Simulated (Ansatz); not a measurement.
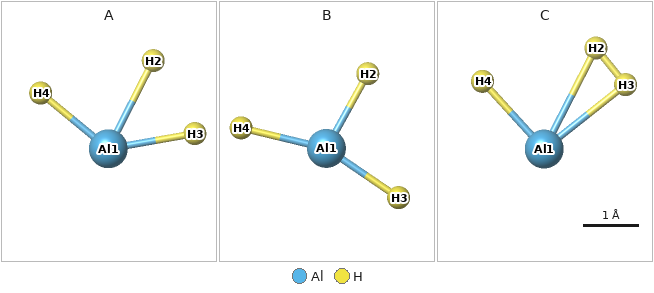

3 geometries from a converged minimum-energy path of AlH₃, shuffled. A ball-and-stick model, seen face on.

Level of theory: RKS PBE-D4/def2-SVP in Ansatz. Set-up: 7 movable images; climbing image; force threshold 0.05 eV/Å; iteration limit 60; starting path through a guess of the saddle point.

Which frame is the top of the path?

Answer. A. In order along the path, whose images run from 0 to 8: B (image 2, +58.2 kJ/mol), A (image 5, +235.0 kJ/mol), C (image 7, +133.5 kJ/mol). Breaking: Al1–H2 (1.60 → 1.80 at the top → 2.24 Å), Al1–H3 (1.60 → 1.60 at the top → 2.27 Å). Forming: H2–H3 (2.77 → 1.53 at the top → 0.79 Å).

Cost: 31 s on 1 thread of Arm Neoverse V1 (shared host), peak memory 0.081 GiB.
